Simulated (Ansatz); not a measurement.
Partial pair distribution functions of a relaxed model of amorphous Si24O49Ag2, broadened by 0.06 Å; density 2.45 g/cm³. All values below come from PBE, scalar-relativistic without spin-orbit coupling (plane waves to 420 eV, PAW; Ansatz, a first-principles code).

A CHGNet melt-quench gave the starting glass, which DFT then relaxed. O atoms were pushed apart under 1.9 Å during the dynamics, to hinder bonds among them. The hot cell started wider than the set density and was brought back towards it in steps. It is the lowest in DFT energy of 2 quenches. It is a model cell: composition and starting density were chosen by hand, and all elements were melted together. No dispersion term was used. Its density started from a set value of 2.45 and ended at 2.45 g/cm³. The simulated quench (nominally 320 K/ps over its main leg) is rapid and tends to freeze in more defects than a deposited or slowly cooled glass has. Values belong to this one cell and scatter from quench to quench. The volume was held where the preparation left it, at a PBE pressure of -1.4 GPa (tension). Stress components on the final sampling reach 2.3 GPa. Cycles of charging lowered its energy after that relaxation.

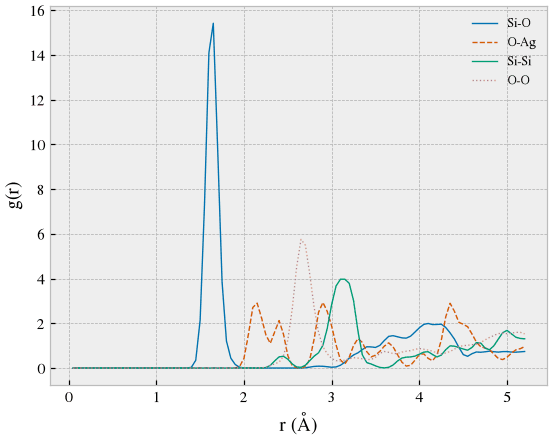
*Partial pair distribution functions*

Highest peaks under 4.5 Å: Si-O near 1.65 Å, O-Ag near 2.90 Å, Si-Si near 3.15 Å, O-O near 2.65 Å; pairs of few atoms are noisy.

Within 1.98 Å each Si has 4.00 O neighbours on average.
